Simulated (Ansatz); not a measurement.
# B2F2H2: two geometries relaxed

Are the two ends of the shift of H5 from B2 to B3 separate minima, and which lies lower? Each is relaxed from a guess. SMILES of the start: FBBF.

Method: RKS B3LYP/def2-SVP, in Ansatz 0.2.0.

## (1) The structure to begin with

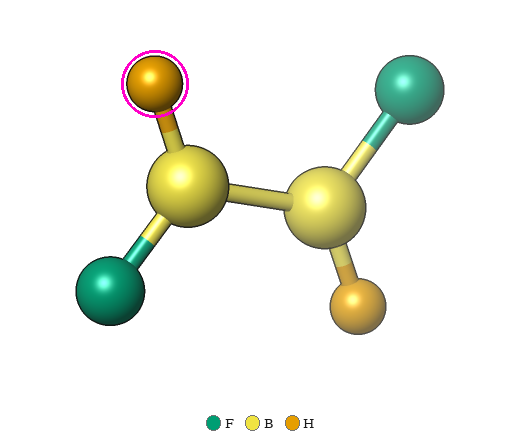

The starting structure, seen from a chosen angle (fluorine teal, boron yellow, hydrogen amber). Ringed: H5.

Coordinates:

```xyz
6

F    -1.4741    0.9509   -0.8097
B    -0.1848    0.7162   -0.3644
B     0.1330   -0.7299    0.3428
F     1.5814   -0.9974    0.8110
H     0.6705    1.5205   -0.5206
H    -0.6840   -1.5242    0.4948
```

## (2) Relaxing end A

input.yaml reads:

```yaml
crystal:
  periodic: [false, false, false]
  atoms:
    - { symbol: F, position_ang: [-1.4741, 0.9509, -0.8097] }
    - { symbol: B, position_ang: [-0.1848, 0.7162, -0.3644] }
    - { symbol: B, position_ang: [0.133, -0.7299, 0.3428] }
    - { symbol: F, position_ang: [1.5814, -0.9974, 0.811] }
    - { symbol: H, position_ang: [0.6705, 1.5205, -0.5206] }
    - { symbol: H, position_ang: [-0.684, -1.5242, 0.4948] }
basis:
  gaussian: { orbitals: def2-SVP }
hamiltonian:
  xc: b3lyp
relax:
  f_tol: 0.02
  max_steps: 50
output:
  orbitals: {}
```

On the command line:

```console
$ ansatz run input.yaml --threads 1 --pin off --max-ram 2048MiB --backend cpu --events-out ev --progress --plain --runs-dir out
```

Output (excerpt; [...] marks lines left out):

```text
Warning: RAYON_NUM_THREADS=1 ignored (pool sized by the plan → 1); use --threads N
[...]
Functional definition: B3LYP
[...]
717 factors; integrals over basis functions are off by at most 2.7e-4 eV
[...]
mean field -6814.58939087 eV, -250.4315410199 hartree, gradient 7.5e-5 eV, S^2 0.000000; 0 other end points of the search recorded, 0 dependent functions left out
[...]
reference -6814.58959288 eV, -250.4315484437 hartree; 15, 15 occupied and 51, 51 virtual orbitals, 717 factors
relax step   1: F+E_penalty+E_count = -6814.58939087 eV  Δ(F+E_penalty+E_count) = +0.000e0 eV  max|allowed force component| = 5.278e0 eV/Å  Δτ_max = 0.0000 Å  (22 SCF iters, accepted)
[...]
relax step   4: F+E_penalty+E_count = -6815.54074021 eV  Δ(F+E_penalty+E_count) = -3.882e-3 eV  max|allowed force component| = 3.004e-2 eV/Å  Δτ_max = 0.0166 Å  (25 SCF iters, accepted)
[...]
relax step   7: F+E_penalty+E_count = -6815.54096502 eV  Δ(F+E_penalty+E_count) = -1.700e-5 eV  max|allowed force component| = 1.230e-2 eV/Å  Δτ_max = 0.0019 Å  (21 SCF iters, accepted)
[...]
relax step  10: F+E_penalty+E_count = -6815.54102584 eV  Δ(F+E_penalty+E_count) = -4.007e-5 eV  max|allowed force component| = 2.816e-2 eV/Å  Δτ_max = 0.0088 Å  (26 SCF iters, accepted)
[...]
relax step  13: F+E_penalty+E_count = -6815.54310588 eV  Δ(F+E_penalty+E_count) = -1.508e-3 eV  max|allowed force component| = 5.997e-2 eV/Å  Δτ_max = 0.0522 Å  (26 SCF iters, accepted)
[...]
relax step  14: F+E_penalty+E_count = -6815.54434222 eV  Δ(F+E_penalty+E_count) = -1.236e-3 eV  max|allowed force component| = 1.890e-1 eV/Å  Δτ_max = 0.0599 Å  (27 SCF iters, accepted)
[...]
relax step  15: F+E_penalty+E_count = -6815.54574048 eV  Δ(F+E_penalty+E_count) = -1.398e-3 eV  max|allowed force component| = 2.153e-1 eV/Å  Δτ_max = 0.0397 Å  (27 SCF iters, accepted)
[...]
717 factors; integrals over basis functions are off by at most 3.7e-4 eV
```

## (3) The output, continued: end point A relaxed

Output, continued (excerpt; [...] marks lines left out):

```text
mean field -6815.54871693 eV, -250.4667956023 hartree, gradient 1.7e-5 eV, S^2 0.000000; 0 other end points of the search recorded, 0 dependent functions left out
[...]
reference -6815.54891947 eV, -250.4668030457 hartree; 15, 15 occupied and 51, 51 virtual orbitals, 717 factors
relax step  16: F+E_penalty+E_count = -6815.54871693 eV  Δ(F+E_penalty+E_count) = -2.976e-3 eV  max|allowed force component| = 2.608e-1 eV/Å  Δτ_max = 0.0890 Å  (26 SCF iters, accepted)
[...]
relax step  19: F+E_penalty+E_count = -6815.58532298 eV  Δ(F+E_penalty+E_count) = -1.194e-2 eV  max|allowed force component| = 8.750e-2 eV/Å  Δτ_max = 0.1107 Å  (26 SCF iters, accepted)
[...]
relax step  22: F+E_penalty+E_count = -6815.58957595 eV  Δ(F+E_penalty+E_count) = +6.582e-3 eV  max|allowed force component| = 3.113e-1 eV/Å  Δτ_max = 0.0961 Å  (26 SCF iters, rejected (line search))
[...]
717 factors; integrals over basis functions are off by at most 3.0e-4 eV
[...]
mean field -6815.60380418 eV, -250.4688200213 hartree, gradient 1.0e-5 eV, S^2 0.000000; 1 other end points of the search recorded, 0 dependent functions left out
[...]
reference -6815.60400619 eV, -250.4688274451 hartree; 15, 15 occupied and 51, 51 virtual orbitals, 717 factors
Total energy: -6815.60400619 eV, -250.4688274451 hartree
Atom 0 at    -1.298391     1.382214    -0.110204 Å, force    -0.002123     0.002741     0.000362 eV/Å
Atom 1 at    -0.176716     0.731329    -0.400089 Å, force    -0.002842    -0.003528     0.004835 eV/Å
Atom 2 at     0.198070    -0.765990     0.354577 Å, force     0.001535     0.006550     0.001588 eV/Å
Atom 3 at     0.984217    -0.815155     1.424811 Å, force     0.001187    -0.001461     0.003076 eV/Å
Atom 4 at     0.525437     1.242101    -1.250436 Å, force     0.004289     0.005850    -0.007710 eV/Å
Atom 5 at    -0.190616    -1.838398    -0.064759 Å, force    -0.002046    -0.010152    -0.002152 eV/Å
Dipole moment:     0.028083    -0.050416    -0.113939 e Å
```

Run time: 38 s. Hardware: 1 thread of Intel Xeon Platinum 8488C (Sapphire Rapids), shared host; peak memory 0.15 GiB.

Relaxation path:

| step | energy from step 1 (eV) | largest force component (eV/Å) |
| --- | --- | --- |
| 1 | 0.0000 | 5.2783 |
| 2 | -0.7552 | 3.3144 |
| 3 | -0.9475 | 0.3401 |
| 4 | -0.9513 | 0.0300 |
| 5 | -0.9515 | 0.0242 |
| 6 | -0.9516 | 0.0185 |
| 7 | -0.9516 | 0.0123 |
| 8 | -0.9516 | 0.0039 |
| 9 | -0.9516 | 0.0068 |
| 10 | -0.9516 | 0.0282 |
| 11x | -0.9441 | 0.6675 |
| 12 | -0.9522 | 0.0461 |
| 13 | -0.9537 | 0.0600 |
| 14 | -0.9550 | 0.1890 |
| 15 | -0.9563 | 0.2153 |
| 16 | -0.9593 | 0.2608 |
| 17 | -0.9715 | 0.1359 |
| 18 | -0.9840 | 0.1054 |
| 19 | -0.9959 | 0.0875 |
| 20x | -0.9900 | 0.7341 |
| 21 | -1.0068 | 0.0629 |
| 22x | -1.0002 | 0.3113 |
| 23 | -1.0103 | 0.0391 |
| 24 | -1.0125 | 0.0320 |
| 25 | -1.0130 | 0.0919 |
| 26 | -1.0141 | 0.0897 |
| 27 | -1.0144 | 0.0102 |

Step 1 is the start. 3 steps were tried and not accepted (marked x).

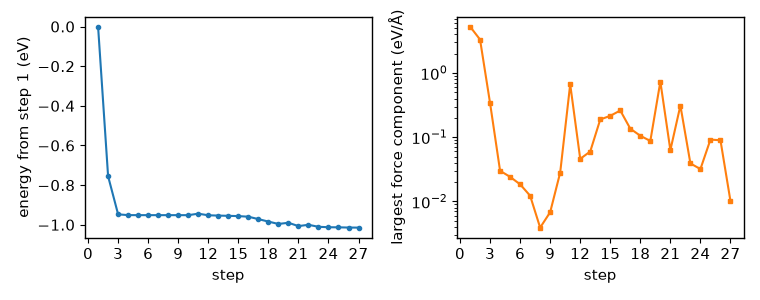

Energy and largest force along the relaxation.

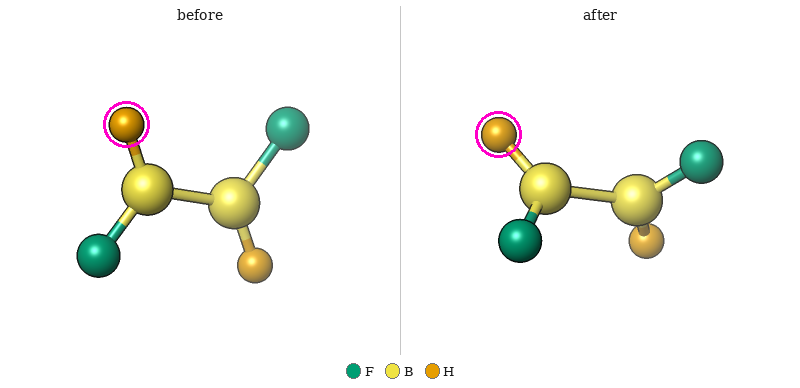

The structure before (left) and after (right), drawn at the same scale.

After: Bond lengths: F1–B2 1.329 Å, B2–B3 1.718 Å, B3–F4 1.329 Å, B2–H5 1.215 Å, B3–H6 1.215 Å. Angles: F1–B2–B3 121.0°, F1–B2–H5 115.8°, B3–B2–H5 123.2°, B2–B3–F4 121.0°, B2–B3–H6 123.2°, F4–B3–H6 115.8°.

## (4) End point B

The second end starts from a geometry with the move made by hand.

input.yaml: that of step 2 with these lines changed.

```diff
@@ -7,3 +7,3 @@
     - { symbol: F, position_ang: [1.5814, -0.9974, 0.811] }
-    - { symbol: H, position_ang: [0.6705, 1.5205, -0.5206] }
+    - { symbol: H, position_ang: [-0.96355, -0.74115, -0.06505] }
     - { symbol: H, position_ang: [-0.684, -1.5242, 0.4948] }
```

On the command line:

```console
$ ansatz run input.yaml --threads 1 --pin off --max-ram 2048MiB --backend cpu --events-out ev --progress --plain --runs-dir out
```

Output (excerpt; [...] marks lines left out):

```text
Warning: RAYON_NUM_THREADS=1 ignored (pool sized by the plan → 1); use --threads N
[...]
[... 1 set-up line as earlier in the session ...]
[...]
719 factors; integrals over basis functions are off by at most 2.9e-4 eV
[...]
mean field -6808.92359639 eV, -250.2233269132 hartree, gradient 1.9e-5 eV, S^2 0.000000; 0 other end points of the search recorded, 0 dependent functions left out
[...]
reference -6808.92379119 eV, -250.2233340718 hartree; 15, 15 occupied and 51, 51 virtual orbitals, 719 factors
relax step   1: F+E_penalty+E_count = -6808.92359639 eV  Δ(F+E_penalty+E_count) = +0.000e0 eV  max|allowed force component| = 7.372e0 eV/Å  Δτ_max = 0.0000 Å  (28 SCF iters, accepted)
[...]
relax step   5: F+E_penalty+E_count = -6814.43146805 eV  Δ(F+E_penalty+E_count) = -6.343e-1 eV  max|allowed force component| = 1.037e0 eV/Å  Δτ_max = 0.1950 Å  (29 SCF iters, accepted)
[...]
715 factors; integrals over basis functions are off by at most 7.8e-4 eV
[...]
mean field -6815.60377754 eV, -250.4688190424 hartree, gradient 1.0e-5 eV, S^2 0.000000; 1 other end points of the search recorded, 0 dependent functions left out
[...]
reference -6815.60398487 eV, -250.4688266617 hartree; 15, 15 occupied and 51, 51 virtual orbitals, 715 factors
Total energy: -6815.60398487 eV, -250.4688266617 hartree
Atom 0 at    -1.087880     1.243652    -0.491411 Å, force     0.000237    -0.005554    -0.004992 eV/Å
Atom 1 at    -0.650596    -0.006822    -0.599072 Å, force    -0.001132     0.005724     0.008806 eV/Å
Atom 2 at     0.098858    -0.797154     0.730299 Å, force     0.009126     0.002861    -0.006821 eV/Å
Atom 3 at     1.422260    -0.821812     0.851254 Å, force    -0.007627    -0.002682     0.003789 eV/Å
Atom 4 at    -0.853461    -0.547219    -1.668933 Å, force    -0.001674     0.000749    -0.001220 eV/Å
Atom 5 at    -0.521230    -1.396195     1.587313 Å, force     0.001070    -0.001098     0.000437 eV/Å
Dipole moment:    -0.074721    -0.103224    -0.019237 e Å
```

It took 27 s on 1 thread of Intel Xeon Platinum 8488C (Sapphire Rapids), shared host; peak memory 0.15 GiB.

The steps of the relaxation:

| step | energy from step 1 (eV) | largest force component (eV/Å) |
| --- | --- | --- |
| 1 | 0.0000 | 7.3720 |
| 2 | -2.1524 | 3.8174 |
| 3 | -3.7640 | 2.9310 |
| 4 | -4.8736 | 1.6866 |
| 5 | -5.5079 | 1.0371 |
| 6 | -5.6345 | 0.6227 |
| 7x | -5.6327 | 1.3861 |
| 8 | -5.7177 | 0.3666 |
| 9 | -5.8206 | 0.7837 |
| 10 | -5.9873 | 0.7836 |
| 11 | -6.1835 | 1.1696 |
| 12 | -6.3837 | 1.2042 |
| 13 | -6.5575 | 1.0521 |
| 14 | -6.6153 | 1.2221 |
| 15 | -6.6454 | 0.8241 |
| 16 | -6.6592 | 0.4545 |
| 17 | -6.6784 | 0.1184 |
| 18 | -6.6796 | 0.1115 |
| 19 | -6.6802 | 0.0091 |

Step 1 is the start. 1 step was tried and not accepted (marked x).

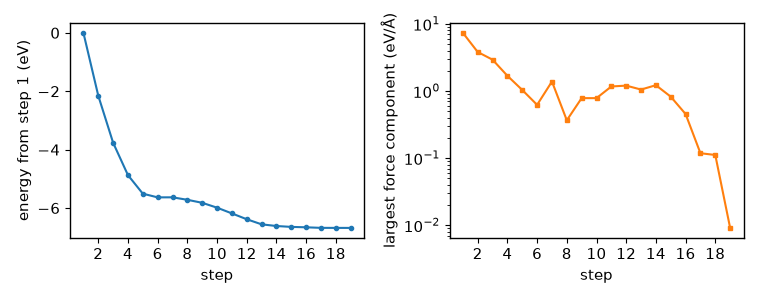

How energy and force went from step to step.

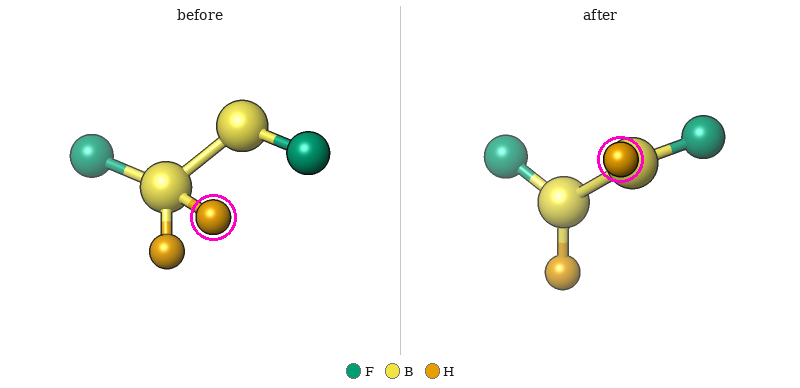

Before and after, at one scale.

After: Bond lengths: F1–B2 1.329 Å, B2–B3 1.719 Å, B3–F4 1.329 Å, B2–H5 1.216 Å, B3–H6 1.216 Å. Angles: F1–B2–B3 120.9°, F1–B2–H5 115.8°, B3–B2–H5 123.3°, B2–B3–F4 120.9°, B2–B3–H6 123.3°, F4–B3–H6 115.8°.

Pairs that crossed the distance rule for bonds on the way: came closer B2–H5; moved apart B3–H5.

## (5) Outcome

```
                           quantity                     value
                              end A  23 moves, 1.014 eV lower
                              end B  17 moves, 6.680 eV lower
largest difference between the ends                    0.00 Å
            end B relative to end A                 +0.000 eV
```

What this shows: The two relaxations end at one structure, within 0.00 Å: no second minimum was found from this start, which doesn't rule one out.
